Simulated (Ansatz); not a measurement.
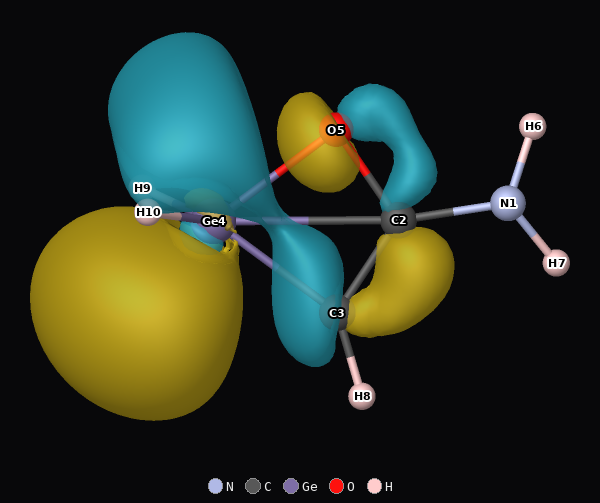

Figure. C₂H₅GeNO. One frontier orbital at ±0.1 Å⁻³ᐟ² (yellow and cyan are the two phases), seen across its widest extent.

Geometry: PBE0-D4/def2-TZVP.

These are results of RKS PBE0-D4/def2-TZVPP in Ansatz, not measurements.

Input file:

```
crystal:
  periodic: [false, false, false]
  atoms:
    - {symbol: N, position_ang: [-1.023053, 0.283036, -1.590800]}
    - {symbol: C, position_ang: [-0.284811, 0.083989, -0.469328]}
    - {symbol: C, position_ang: [0.357020, -1.012878, 0.023741]}
    - {symbol: Ge, position_ang: [0.968162, 0.109490, 1.421006]}
    - {symbol: O, position_ang: [-0.097392, 1.180751, 0.303844]}
    - {symbol: H, position_ang: [-1.613113, 1.097946, -1.585419]}
    - {symbol: H, position_ang: [-1.397316, -0.529827, -2.046807]}
    - {symbol: H, position_ang: [0.412335, -2.017683, -0.356590]}
    - {symbol: H, position_ang: [0.363777, 0.075838, 2.836155]}
    - {symbol: H, position_ang: [2.397492, 0.678237, 1.467000]}
basis:
  gaussian: {orbitals: def2-TZVPP}
hamiltonian: {xc: pbe0, dispersion: d4}
output: {orbitals: {seedname: orbitals}}
```

Launched as:

```sh
ansatz run in.yaml --threads 4 --pin off --events-out ev --progress --plain --max-ram 10444MiB
```

Question: Which orbital is it: HOMO or LUMO?

Answer: The LUMO, at −0.23 eV. It lies mainly on Ge4 (about 65 %), O5 (about 10 %), C3 (about 5 %), H9 (about 5 %) and H10 (about 5 %).
